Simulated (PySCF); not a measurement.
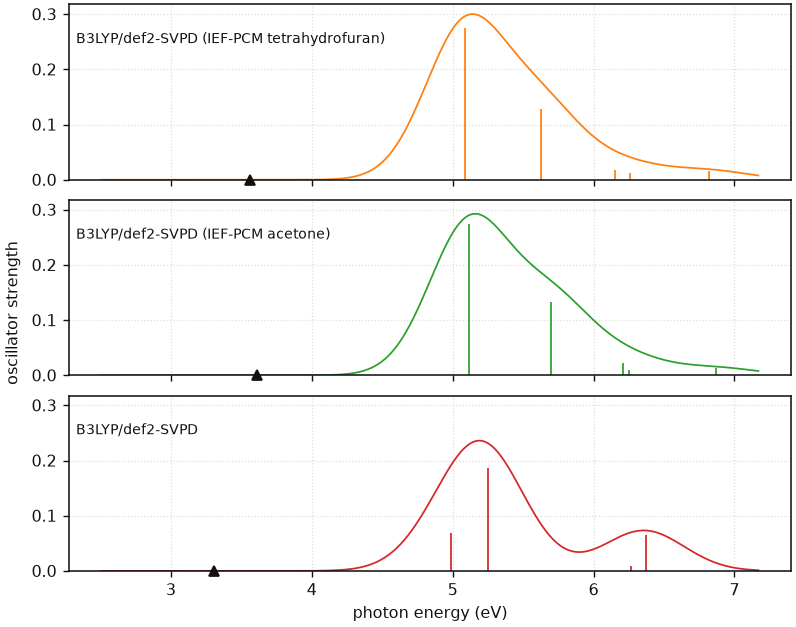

Vertical TDDFT spectra of C₂H₅NS, SMILES CC(N)=S at one geometry and several levels (PySCF, at a PBE0-D3(BJ)/def2-SVP geometry (no frequency check)); sticks with Gaussians of 1/e half-width 0.40 eV, the triangle marks S1, which has the same leading orbital pair at all these levels. Only the lowest states were computed, so the high end is incomplete.

Question: How far does S1 move with the level of theory?

Answer: From lowest to highest: B3LYP/def2-SVPD 3.31 eV, B3LYP/def2-SVPD (IEF-PCM tetrahydrofuran) 3.56 eV, B3LYP/def2-SVPD (IEF-PCM acetone) 3.61 eV; a spread of 0.30 eV.

Limits of at least one run: core orbitals are frozen in the response; states above the negative HOMO energy depend on the basis.
